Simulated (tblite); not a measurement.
# Geometry relaxation, with input and output: C₅H₁₅BSSi₂ (part 2 of 2)

C₅H₁₅BSSi₂; GFN2-xTB geometry optimisation, gas phase (tblite 0.8.0). It belongs to a series of runs on one base structure; here: CH2 inserted into a S-Si bond.

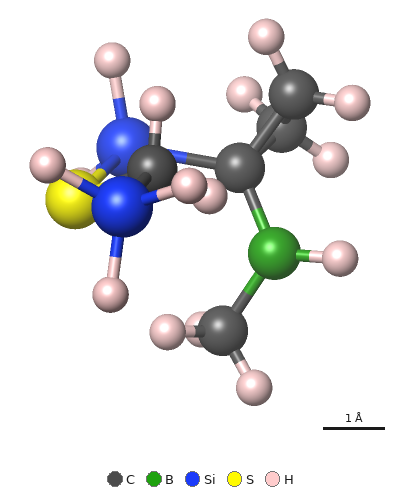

*The geometry at step 164 of the log (ball-and-stick view, seen at an oblique angle).*

Trajectory as extended XYZ, continued
```
24
Properties=species:S:1:pos:R:3:forces:R:3 step=110 energy=-714.90616
C    -2.1940   -1.9764    0.2029   -0.0130   0.0130  -0.0070
B    -1.4053   -0.9153   -0.6454   -0.0140  -0.0060   0.0070
C    -1.1813    0.5187   -0.0776    0.0090  -0.0020  -0.0050
Si   -0.0034    0.5610    1.4044    0.0210  -0.0070   0.0020
S     1.7680   -0.5821    1.0099   -0.0020   0.0030  -0.0220
C     2.1843    0.0688   -0.6533   -0.0050   0.0060   0.0130
Si    3.8169   -0.6936   -1.2627   -0.0110  -0.0010   0.0050
C    -1.1885    1.7400   -0.9615    0.0040   0.0100  -0.0030
C    -2.3080    1.5218    0.0008    0.0010  -0.0020  -0.0120
H    -1.4675   -2.5897    0.7399   -0.0070  -0.0030  -0.0190
H    -2.7760   -2.6612   -0.4110    0.0180  -0.0180   0.0160
H    -2.8551   -1.5443    0.9510    0.0130   0.0080   0.0110
H    -0.9344   -1.2277   -1.6770   -0.0070   0.0020   0.0000
H    -0.5574   -0.0678    2.5958   -0.0010   0.0080  -0.0030
H     0.4082    1.9475    1.6505   -0.0160  -0.0040  -0.0070
H     2.2490    1.1521   -0.5760    0.0100   0.0010   0.0040
H     1.3578   -0.1810   -1.3148   -0.0050   0.0110   0.0100
H     3.6437   -2.1400   -1.3607    0.0150  -0.0100  -0.0050
H     4.0716   -0.1060   -2.5824    0.0120  -0.0090  -0.0010
H     4.8911   -0.3517   -0.3335   -0.0090   0.0010  -0.0010
H    -1.3844    1.5963   -2.0152   -0.0060   0.0070   0.0020
H    -0.5011    2.5512   -0.7638    0.0150   0.0050   0.0120
H    -2.3760    2.1713    0.8626   -0.0090  -0.0140  -0.0130
H    -3.2698    1.2276   -0.3939   -0.0140   0.0030   0.0140
24
Properties=species:S:1:pos:R:3:forces:R:3 step=137 energy=-714.91440
C    -1.9524   -1.9981    0.1572    0.0380  -0.0310   0.0060
B    -1.4309   -0.8253   -0.7490    0.0210  -0.0110  -0.0270
C    -1.2053    0.5753   -0.0986    0.0120   0.0050  -0.0100
Si   -0.0511    0.6005    1.3999    0.0370  -0.0080   0.0100
S     1.6857   -0.6024    1.0211    0.0160   0.0110  -0.0160
C     2.1453    0.0127   -0.6439   -0.0250   0.0060   0.0250
Si    3.7517   -0.8293   -1.2217   -0.0450   0.0030   0.0050
C    -1.2396    1.8444   -0.9173   -0.0050  -0.0040  -0.0030
C    -2.3656    1.5421    0.0101   -0.0090   0.0220  -0.0110
H    -1.0996   -2.4136    0.7019   -0.0230   0.0420  -0.0310
H    -2.3978   -2.8256   -0.3897   -0.0110   0.0110  -0.0190
H    -2.6609   -1.6668    0.9142    0.0120  -0.0060   0.0130
H    -1.1615   -1.0108   -1.8808   -0.0300   0.0060   0.0480
H    -0.6175    0.0069    2.6035   -0.0120  -0.0060  -0.0090
H     0.3970    1.9757    1.6420   -0.0030   0.0080  -0.0060
H     2.2642    1.0927   -0.5759    0.0060  -0.0090   0.0150
H     1.3114   -0.1964   -1.3114    0.0020  -0.0280   0.0200
H     3.5855   -2.2805   -1.1775   -0.0050   0.0300  -0.0050
H     3.9607   -0.3679   -2.5985    0.0410  -0.0120   0.0060
H     4.8435   -0.4012   -0.3490   -0.0010  -0.0070  -0.0200
H    -1.4138    1.7563   -1.9809   -0.0210  -0.0140   0.0090
H    -0.5744    2.6597   -0.6647   -0.0130  -0.0130   0.0230
H    -2.4730    2.1294    0.9109    0.0260   0.0260  -0.0030
H    -3.3132    1.2422   -0.4131   -0.0090  -0.0200  -0.0210
24
Properties=species:S:1:pos:R:3:forces:R:3 step=164 energy=-714.93358
C    -1.6002   -2.0308    0.0447    0.0140   0.0050  -0.0150
B    -1.5285   -0.7093   -0.8031    0.0070  -0.0220  -0.0250
C    -1.2055    0.6411   -0.0960    0.0040  -0.0030   0.0090
Si   -0.0738    0.6898    1.4176   -0.0080   0.0120   0.0080
S     1.6717   -0.5293    1.1247   -0.0090  -0.0080  -0.0060
C     2.0909   -0.0555   -0.5928   -0.0040  -0.0130  -0.0210
Si    3.6536   -0.9844   -1.1563    0.0000  -0.0040   0.0020
C    -1.2937    1.9269   -0.8961    0.0010   0.0020   0.0240
C    -2.4139    1.5676    0.0055    0.0090  -0.0010   0.0150
H    -0.6234   -2.2704    0.4701   -0.0340   0.0330  -0.0150
H    -1.9355   -2.9040   -0.5099    0.0030   0.0080   0.0020
H    -2.2664   -1.9019    0.8986    0.0360  -0.0140  -0.0030
H    -1.7566   -0.7098   -1.9576    0.0120  -0.0270   0.0200
H    -0.6775    0.1361    2.6232   -0.0020  -0.0010  -0.0020
H     0.4009    2.0595    1.6399   -0.0240   0.0210  -0.0100
H     2.2420    1.0226   -0.6123   -0.0240  -0.0180  -0.0020
H     1.2282   -0.2981   -1.2118   -0.0060   0.0100  -0.0170
H     3.4421   -2.4249   -1.0322   -0.0140   0.0220   0.0110
H     3.8696   -0.6248   -2.5629    0.0100   0.0100   0.0320
H     4.7682   -0.5429   -0.3196    0.0070  -0.0160  -0.0270
H    -1.4516    1.8542   -1.9635    0.0060  -0.0230   0.0280
H    -0.6634    2.7584   -0.6119    0.0110  -0.0100  -0.0010
H    -2.5471    2.1224    0.9230   -0.0120   0.0150  -0.0150
H    -3.3420    1.2274   -0.4322    0.0150   0.0230   0.0080
24
Properties=species:S:1:pos:R:3:forces:R:3 step=192 energy=-714.94250
C    -1.4457   -2.0335   -0.0128   -0.0040   0.0070  -0.0050
B    -1.5024   -0.6794   -0.8053    0.0060   0.0190   0.0050
C    -1.2237    0.6669   -0.0701   -0.0010   0.0010   0.0050
Si   -0.1069    0.7276    1.4522   -0.0010  -0.0010   0.0010
S     1.6637   -0.4530    1.1478    0.0010   0.0010   0.0120
C     2.0073   -0.1028   -0.6158    0.0050  -0.0080  -0.0050
Si    3.5798   -1.0411   -1.1356    0.0020   0.0020  -0.0010
C    -1.2892    1.9563   -0.8708    0.0100  -0.0100  -0.0040
C    -2.4200    1.6101    0.0192    0.0020   0.0050  -0.0070
H    -0.4390   -2.2081    0.3685    0.0080  -0.0090   0.0040
H    -1.7317   -2.9070   -0.5934    0.0000  -0.0030   0.0030
H    -2.0831   -1.9950    0.8701    0.0010  -0.0010   0.0100
H    -1.7719   -0.6610   -1.9495    0.0010   0.0000  -0.0110
H    -0.7030    0.1458    2.6487   -0.0020   0.0030  -0.0050
H     0.3178    2.1121    1.6862   -0.0010   0.0000   0.0040
H     2.1217    0.9734   -0.7269   -0.0020  -0.0010   0.0050
H     1.1351   -0.4192   -1.1871   -0.0080   0.0070  -0.0080
H     3.3408   -2.4746   -0.9873   -0.0010   0.0010   0.0030
H     3.8363   -0.7045   -2.5396   -0.0080   0.0050   0.0040
H     4.6889   -0.6043   -0.2905   -0.0060  -0.0030  -0.0100
H    -1.4368    1.8765   -1.9383    0.0030   0.0040  -0.0030
H    -0.6463    2.7780   -0.5862   -0.0040  -0.0080   0.0050
H    -2.5543    2.1699    0.9335   -0.0030  -0.0060  -0.0020
H    -3.3491    1.2870   -0.4277    0.0040  -0.0040   0.0000
24
Properties=species:S:1:pos:R:3:forces:R:3 step=219 energy=-714.94514
C    -1.4283   -2.0272    0.0053   -0.0020   0.0060  -0.0050
B    -1.4316   -0.6821   -0.8055   -0.0030  -0.0010   0.0030
C    -1.1987    0.6692   -0.0634    0.0040  -0.0010  -0.0020
Si   -0.1224    0.7254    1.4876    0.0030  -0.0030   0.0010
S     1.6555   -0.4433    1.1728   -0.0010   0.0070   0.0040
C     1.9611   -0.1010   -0.5994    0.0080  -0.0020   0.0010
Si    3.5208   -1.0335   -1.1636    0.0070   0.0030   0.0010
C    -1.2416    1.9591   -0.8632    0.0010  -0.0010  -0.0020
C    -2.4055    1.5992   -0.0212   -0.0020  -0.0010   0.0040
H    -0.4174   -2.2438    0.3546    0.0050  -0.0030   0.0020
H    -1.7654   -2.8932   -0.5588   -0.0050  -0.0020   0.0010
H    -2.0342   -1.9539    0.9078    0.0020  -0.0010   0.0000
H    -1.6220   -0.6774   -1.9658    0.0010   0.0000  -0.0090
H    -0.7330    0.1244    2.6664   -0.0050  -0.0020   0.0000
H     0.2889    2.1090    1.7477   -0.0010   0.0000   0.0020
H     2.0678    0.9755   -0.7154    0.0050  -0.0010  -0.0040
H     1.0776   -0.4215   -1.1518   -0.0020   0.0040   0.0030
H     3.2948   -2.4675   -1.0036   -0.0030  -0.0050   0.0020
H     3.7240   -0.6967   -2.5763   -0.0010   0.0010   0.0010
H     4.6583   -0.5918   -0.3601   -0.0060   0.0010  -0.0050
H    -1.3430    1.8843   -1.9364   -0.0040  -0.0060  -0.0060
H    -0.6209    2.7863   -0.5481    0.0040   0.0000   0.0050
H    -2.5859    2.1548    0.8873    0.0020   0.0080   0.0060
H    -3.3105    1.2657   -0.5079   -0.0060  -0.0010  -0.0020
```

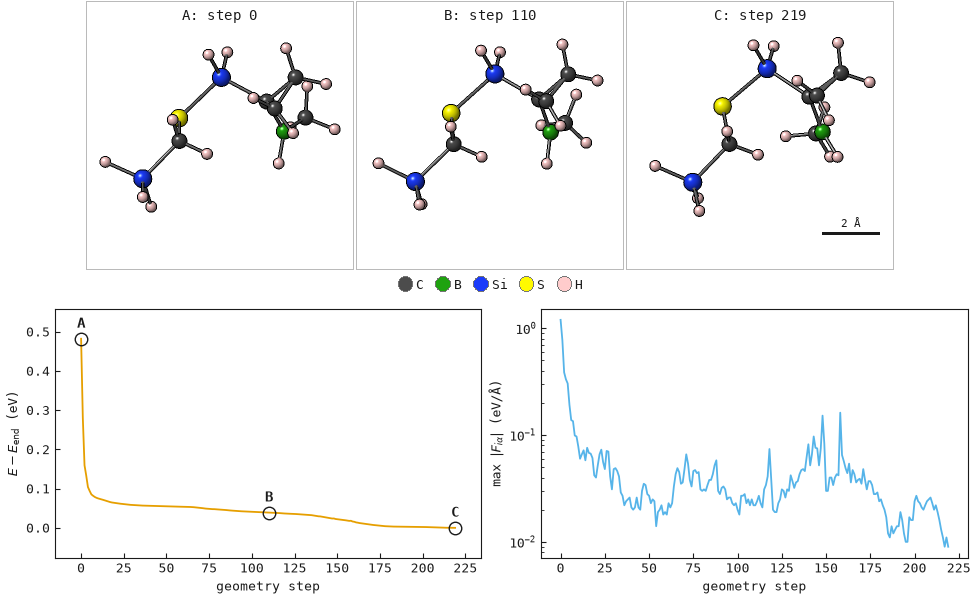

*Frames of the relaxation (ball-and-stick view, seen at a tilt) above the curves, on which the letters mark them (steps are counted from 0).*

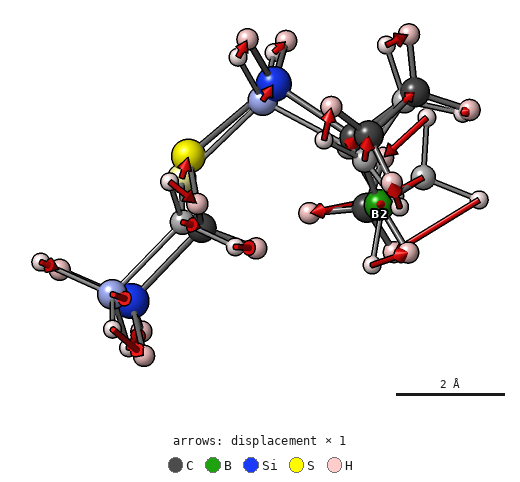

*Start (faint) and end (solid) with the displacements as red arrows, at true length (ball-and-stick view, seen at a tilt). The two geometries are laid on each other by the best rigid fit.*

After 219 geometry steps the energy has fallen by 0.482 eV. The largest force component goes from 1.2 to 0.009 eV/Å. The largest moves after the best rigid fit, 1.87 Å, are those of H10 and H11. Largest moves by element: H 1.87 Å, C 1.22 Å, Si 0.74 Å, B 0.50 Å, S 0.44 Å. Among the contacts that change: C9–H23 1.127 → 1.080 Å, C9–H24 1.124 → 1.080 Å, C8–C9 1.521 → 1.481 Å, B2–C3 1.596 → 1.559 Å. Among the angles that change: H21–C8–H22 121.8° → 113.3°, H23–C9–H24 121.5° → 113.4°, Si4–S5–C6 94.0° → 100.3°. (Atoms are counted from 1 in the order of the input.)

This output came from the following input.

The input
```
{"job": {"kind": "relax", "xc": "GFN2-xTB", "basis": "xTB"}, "charge": 0, "multiplicity": 1}
C     -2.607700    -1.958600     0.296600
B     -1.568800    -1.097400    -0.540100
C     -1.103700     0.340800    -0.026300
Si     0.145400     0.486800     1.348300
S      1.883600    -0.708400     0.907000
C      2.320100     0.246200    -0.588500
Si     3.917800    -0.419100    -1.294000
C     -1.097300     1.457000    -1.068400
C     -2.199400     1.403300    -0.021300
H     -2.143400    -2.899600     0.639900
H     -3.489100    -2.195200    -0.350100
H     -2.966300    -1.386400     1.184700
H     -1.061700    -1.569400    -1.478600
H     -0.457500    -0.021500     2.595600
H      0.537800     1.891800     1.549100
H      2.468000     1.318200    -0.317000
H      1.532000     0.149900    -1.350700
H      3.737400    -1.843600    -1.644500
H      4.276500     0.345900    -2.487200
H      4.992300    -0.294100    -0.283500
H     -1.454200     1.179700    -2.086700
H     -0.369800     2.272200    -0.908500
H     -2.105200     2.216400     0.753500
H     -3.198500     1.105100    -0.440400
```

The first line tells a small driver script what to run in tblite; the rest is the geometry in Å.

Launched with:
```bash
OMP_NUM_THREADS=1 python <driver script> task.json out
```

Key numbers

| quantity | value |
| --- | --- |
| outcome | converged |
| total energy | −714.9451 eV |
| hardware | 1 CPU thread, shared host |
| wall time | 2.1 s |
| peak memory | 0.19 GiB |
